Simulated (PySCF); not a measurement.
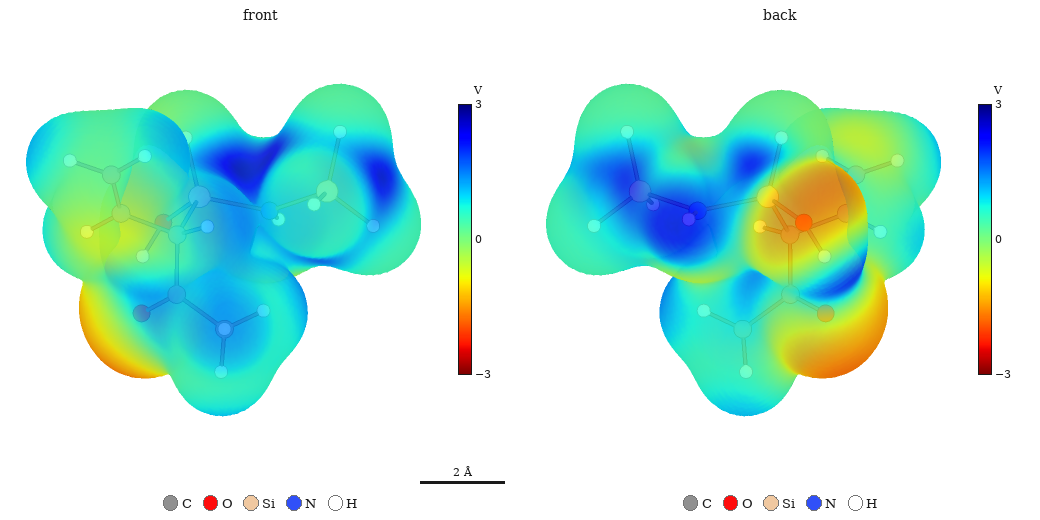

C₅H₁₃NO₂Si₂. The molecular electrostatic potential painted on the density surface at 0.004 e/bohr³, seen from the front and from behind; red is negative and blue positive.

Geometry: GFN2-xTB.

These are results of PBE0/pcSseg-1, SCF density, gas phase, non-relativistic in PySCF 2.14.0, not measurements.

```xyz
23

C    -0.6343    2.6105    1.7166
C    -1.0091    1.9255    0.6510
C    -0.5686    0.5387    0.3488
C    -1.6105   -0.2549   -0.3499
C    -1.7523   -1.6835    0.1030
O    -2.2540    0.1990   -1.2790
Si    0.8459    0.6743   -0.9710
O     0.1733    1.0661   -2.3863
N     1.5858   -0.8851   -1.0958
Si    2.4920   -1.7807    0.0834
H     0.0329    2.1928    2.4533
H    -0.9781    3.6139    1.8977
H    -1.6782    2.3597   -0.0795
H    -0.2056    0.0359    1.2420
H    -2.0160   -1.7160    1.1582
H    -0.7947   -2.1855   -0.0257
H    -2.5164   -2.1919   -0.4799
H     1.7553    1.7481   -0.5930
H    -0.7873    1.0043   -2.4452
H     1.7796   -1.1465   -2.0500
H     2.5787   -3.1403   -0.4511
H     3.8266   -1.2139    0.2995
H     1.7302   -1.7435    1.3324
```

**Where is the surface potential most negative and most positive?**

The most negative region (about −1.7 V) lies over O6 and O8, the most positive (about +2.5 V) over Si7 and Si10.

**How polar is the molecule by this calculation?**

Its dipole moment is 2.89 D.
